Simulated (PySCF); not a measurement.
**C2H6OSi (SMILES CO[Si]C): levels of theory compared**

We compute a comparison of 6 runs (BLYP/cc-pVDZ, PBE0/cc-pVDZ, TPSS/cc-pVDZ, r2SCAN/cc-pVDZ, wB97M-V/cc-pVDZ, wB97X/cc-pVDZ) of C2H6OSi. 

The calculation is run with PySCF 2.14.0.

3 further runs of the same task are left out: 3 set aside as unsound or not needed.

### Step 1. The structure to begin with

The species is C2H6OSi (10 atoms), meant as a singlet with charge 0. As SMILES, `CO[Si]C`. The Si3–C4 distance was set to 2.480 Å, away from the relaxed value.

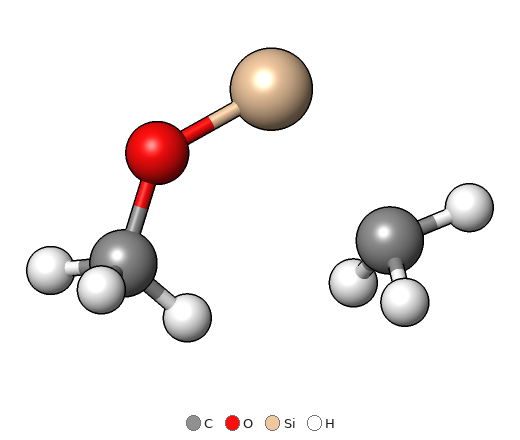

The structure, seen from a chosen angle (carbon grey, oxygen red, silicon light orange, hydrogen white).

### Step 2. The energy at BLYP/cc-pVDZ (run 1)

input.py

```python
from pyscf import gto, dft

mol = gto.M(
    atom='''
C     -0.037818     1.634855    -0.909362
O      1.308882     1.438855    -0.550362
Si     2.111082     0.247755     0.253538
C      0.308400    -1.365000     0.803300
H     -0.111218     1.716955    -1.996662
H     -0.681218     0.817855    -0.572162
H     -0.393618     2.569755    -0.469262
H     -0.184400    -1.751200    -0.097200
H     -0.467600    -0.912400     1.432500
H      0.726300    -2.215800     1.347400
''',
    max_memory=1860,
    verbose=3,
    charge=0,
    basis='cc-pvdz',
)

mf = dft.RKS(mol)
mf.xc = 'blyp'
mf.conv_tol = 1e-10
mf.grids.level = 5
mf.kernel()
if not mf.converged:
    mf = mf.newton().run(mf.mo_coeff, mf.mo_occ)

etot = mf.e_tot
print('E = %.10f Eh' % etot)
```

Started as:

```
OMP_NUM_THREADS=1 python input.py
```

Standard output:

```text
converged SCF energy = -444.427562808841
E = -444.4275628088 Eh
```

It took 25 s on 1 thread of Arm Neoverse V1, shared host; peak memory 0.46 GiB.

### Step 3. A single-point energy at PBE0/cc-pVDZ (run 2)

run.py

```python
from pyscf import gto, dft

mol = gto.Mole()
mol.atom = '''
C       -0.037818       1.634855      -0.909362
O        1.308882       1.438855      -0.550362
Si       2.111082       0.247755       0.253538
C        0.308400      -1.365000       0.803300
H       -0.111218       1.716955      -1.996662
H       -0.681218       0.817855      -0.572162
H       -0.393618       2.569755      -0.469262
H       -0.184400      -1.751200      -0.097200
H       -0.467600      -0.912400       1.432500
H        0.726300      -2.215800       1.347400
'''
mol.verbose = 3
mol.spin = 0
mol.basis = 'cc-pvdz'
mol.max_memory = 1860
mol.build()

mf = dft.RKS(mol, xc='pbe0')
mf.grids.level = 5
mf.conv_tol = 1e-10
mf.kernel()
if not mf.converged:
    mf = mf.newton().run(mf.mo_coeff, mf.mo_occ)

etot = mf.e_tot
print('Final energy', etot)
```

Started as:

```
OMP_NUM_THREADS=1 python run.py
```

Standard output:

```text
converged SCF energy = -444.184656103022
Final energy -444.1846561030221
```

Run time: 24 s. Hardware: 1 thread of Arm Neoverse V1, shared host; peak memory 0.46 GiB.

Runs 3 to 5 aren't shown in full; the table further down has their settings and results.

### Step 4. The energy at wB97X/cc-pVDZ (run 6)

geometry.xyz

```xyz
10

C     -0.037818     1.634855    -0.909362
O      1.308882     1.438855    -0.550362
Si     2.111082     0.247755     0.253538
C      0.308400    -1.365000     0.803300
H     -0.111218     1.716955    -1.996662
H     -0.681218     0.817855    -0.572162
H     -0.393618     2.569755    -0.469262
H     -0.184400    -1.751200    -0.097200
H     -0.467600    -0.912400     1.432500
H      0.726300    -2.215800     1.347400
```

job.py

```python
from pyscf import gto, dft

system = gto.M(
    atom='geometry.xyz',
    max_memory=1860,
    basis='cc-pvdz',
    verbose=3,
    spin=0,
)

calc0 = dft.RKS(system)
calc0.xc = 'wb97x'
calc0.conv_tol = 1e-10
calc0.grids.level = 5
calc0.kernel()
if not calc0.converged:
    calc0 = calc0.newton().run(calc0.mo_coeff, calc0.mo_occ)

e_final = calc0.e_tot
print('E = %.10f Eh' % e_final)
```

Started as:

```
OMP_NUM_THREADS=1 python job.py
```

Standard output:

```text
converged SCF energy = -444.435416883779
E = -444.4354168838 Eh
```

Wall time 34 s (1 thread of Arm Neoverse V1, shared host); peak memory 0.46 GiB.

### Step 5. Overview of the runs

```
run            level  nlc grid  energy (Eh)  dipole moment (D)  HOMO energy (eV)  LUMO energy (eV)  wall time
  1     BLYP/cc-pVDZ         –  -444.427563               1.61             -4.72             -2.50       25 s
  2     PBE0/cc-pVDZ         –  -444.184656               1.57             -5.95             -1.87       24 s
  3     TPSS/cc-pVDZ         –  -444.539611               1.74             -5.00             -2.62       52 s
  4   r2SCAN/cc-pVDZ         –  -444.370574               1.73             -5.13             -2.61       51 s
  5  wB97M-V/cc-pVDZ         1  -444.394985               1.47             -7.88              0.16      2 min
  6    wB97X/cc-pVDZ         –  -444.435417               1.57             -8.12              0.26       34 s
```

### Step 6. Results

| quantity | value |
| --- | --- |
| run 6: total energy | -444.43542 Eh |
| run 6: dipole moment | 1.57 D |
| run 6: HOMO energy | -8.12 eV |
| run 6: LUMO energy | 0.26 eV |
| run 6: HOMO–LUMO gap | 8.38 eV |

**Reading.** The dipole moment (its size) runs from 1.47 D (wB97M-V/cc-pVDZ) to 1.74 D (TPSS/cc-pVDZ). The HOMO–LUMO gap runs from 2.22 eV (BLYP/cc-pVDZ) to 8.38 eV (wB97X/cc-pVDZ). Totals of different functionals can't be ranked against each other. All runs together took 5.1 min, the longest 2 min.
